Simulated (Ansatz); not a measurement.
# BrFGaH3Si (SMILES [F][Ga]([SiH3])[Br]): what the fields show

Input

```
crystal:
  periodic: [false, false, false]
  atoms:
    - {symbol: Br, position_ang: [-1.574240, 0.379172, -1.765335]}
    - {symbol: F, position_ang: [1.568417, 0.983881, -0.724343]}
    - {symbol: Ga, position_ang: [0.083280, 0.208851, -0.202339]}
    - {symbol: Si, position_ang: [-0.053130, -0.870179, 1.929015]}
    - {symbol: H, position_ang: [0.263689, 0.128169, 2.992520]}
    - {symbol: H, position_ang: [0.947102, -1.977671, 1.967312]}
    - {symbol: H, position_ang: [-1.428024, -1.412388, 2.124706]}
basis:
  gaussian: {orbitals: def2-TZVPD}
output: {forces: true, orbitals: {seedname: orbitals}}
hamiltonian: {xc: {name: PBE0}}
```

Launched as:

```sh
ansatz run input.yaml --threads 2 --pin off --max-ram 4350MiB --events-out events.jsonl --progress --plain --runs-dir runs
```

Geometry: PBE0-D3(BJ)/def2-SVP.

Level of theory: isolated molecule in a Gaussian basis; Kohn-Sham density functional theory, functional PBE0 (Ansatz).

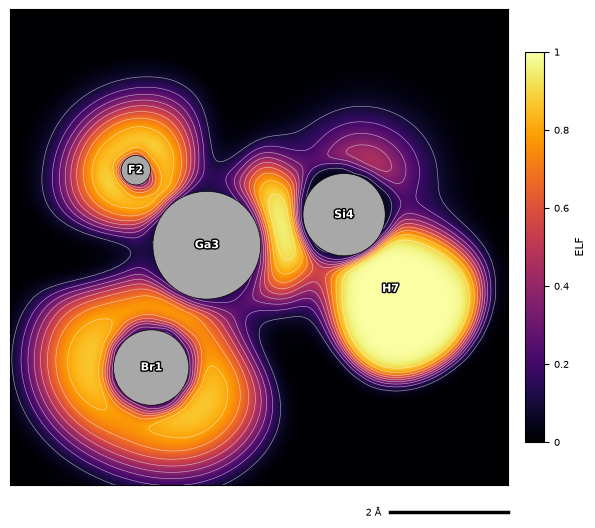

Figure 1. ELF on the plane of atoms Br1, Ga3 and Si4. Grey discs cover the atomic cores.

Interpret the plot.

Answer.
- The plane passes through Br, F, Ga, Si and H nuclei.
- Ga–F (1.75 Å): the ELF peaks at about 0.80 in the valence shell of F, 0.5 Å from its nucleus, and is about 0.15 at the midpoint.
- Ga–Br (2.28 Å): the ELF peaks at about 0.75 in the valence shell of Br, 1.0 Å from its nucleus, and is about 0.65 at the midpoint.
- Ga–Si (2.39 Å): the ELF peaks at about 0.95 between the atoms: localised, covalent bonding.
- Si–H (1.49 Å): the ELF climbs to about 1 towards the hydrogen, as it does in any bond to H.
- The ELF also peaks beside Br1 and F2, away from the bonds: lone-pair regions.

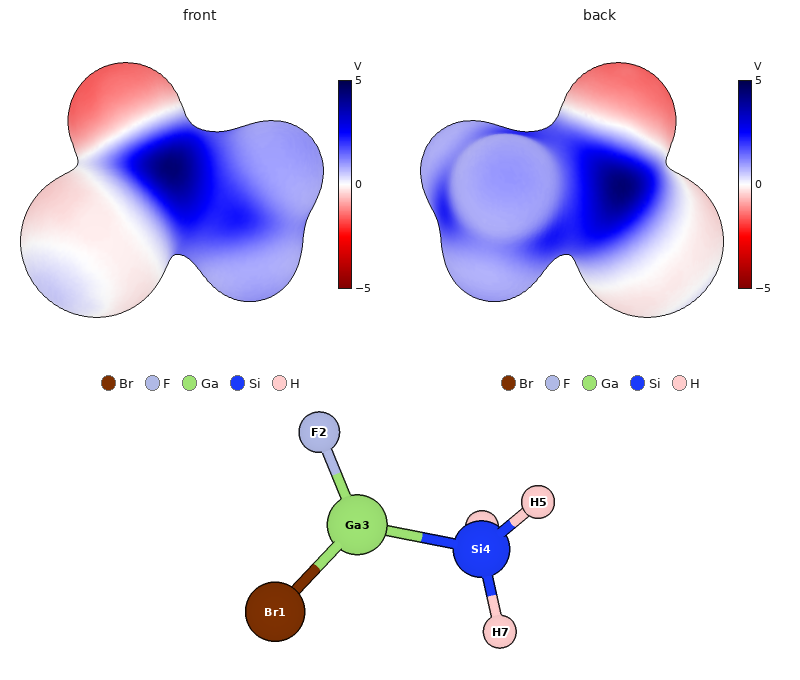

Figure 2. The electrostatic potential painted on the density surface at 0.004 e/bohr³, seen from the front and from behind; red is negative and blue positive. The bare structure is drawn below in the same view.

Where is the surface potential most negative and most positive?

Answer. The most negative region (about −1.5 V, or −35 kcal/mol for a unit charge) lies over F2, the most positive (about +4.3 V, or +99 kcal/mol for a unit charge) over Ga3. Br1 shows a σ-hole: about +0.5 V, or +12 kcal/mol for a unit charge at the tip opposite its bond, against about −0.2 V on its flanks.

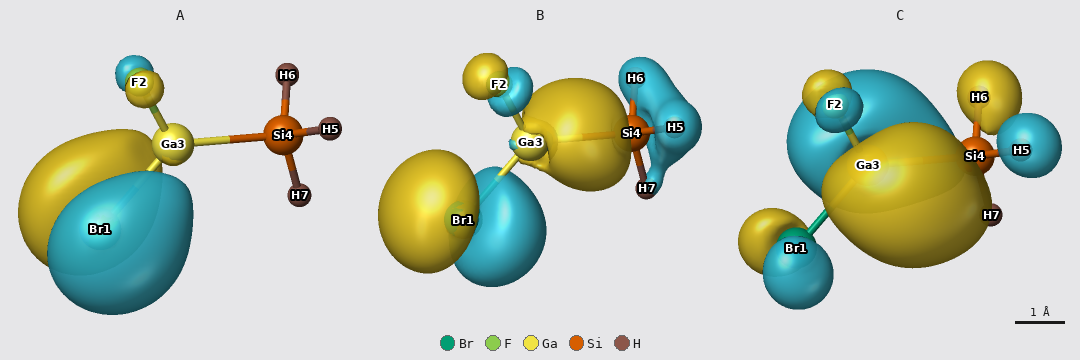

Figure 3. Three frontier orbitals at ±0.08 Å⁻³ᐟ² (yellow and cyan are the two phases), in no order.

Order the three orbitals by energy and name them.

Answer. A is the HOMO−1 (−8.83 eV). It lies mainly on Br1 (about 90 %) and Ga3 (about 10 %); largely a lone pair of Br1. B is the HOMO (−8.41 eV). Its weight (Hirshfeld) is mainly on Br1 (about 65 %), Si4 (about 15 %) and Ga3 (about 15 %). C is the LUMO (−2.01 eV). By Hirshfeld shares it lies mainly on Ga3 (about 60 %), Si4 (about 20 %) and Br1 (about 10 %).

What is the HOMO–LUMO gap?

Answer. 6.40 eV between the orbital energies.
